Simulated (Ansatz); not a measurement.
Relaxed C (space group P6_3/mmc):

```yaml
crystal:
  lattice:
    - [2.44493, 0.00000, 0.00000]
    - [-1.22247, 2.11738, 0.00000]
    - [0.00000, 0.00000, 6.63682]
  atoms:
    - { symbol: C, position: [0.00000, 0.00000, 0.25000] }
    - { symbol: C, position: [0.00000, 0.00000, 0.75000] }
    - { symbol: C, position: [0.33333, 0.66667, 0.25000] }
    - { symbol: C, position: [0.66667, 0.33333, 0.75000] }
```

A phonon eigenvector at Γ is frozen into this cell: atom i moves by Q times the vector below, so Q is the largest atomic displacement, in Å. The cell is held. It is one choice among 2 degenerate patterns.

```tsv
atom	x	y	z
C1	0.000	1.000	0.000
C2	0.000	1.000	0.000
C3	0.000	-1.000	0.000
C4	0.000	-1.000	0.000
```

All values below come from LDA (plane waves to 420 eV, PAW, scalar-relativistic; Ansatz, an electronic-structure program). k mesh 15×15×5 (Γ-centred), Fermi-Dirac smearing 0.05 eV. Energies are smeared free energies. Left out: 4 of 13 points, with atoms too close for the PAW data. With partly filled bands, energies and forces of such displacements shift with the k mesh and the smearing. C was relaxed with its symmetry unable to fall. ΔE is measured from the undisplaced structure.

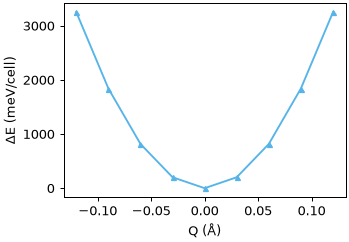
Figure: ΔE (meV/cell) against Q (Å); one marker a computed point.

### Question
What is the energy change at Q = 0.120 Å?

### Answer
About 3300 meV/cell.

### Question
What harmonic wavenumber does the curvature at Q = 0 give?

### Answer
About 1600 cm⁻¹.

(For displaced atoms, the force is minus the slope of the energy, and its curvature is a force constant, which sets phonon frequencies.)
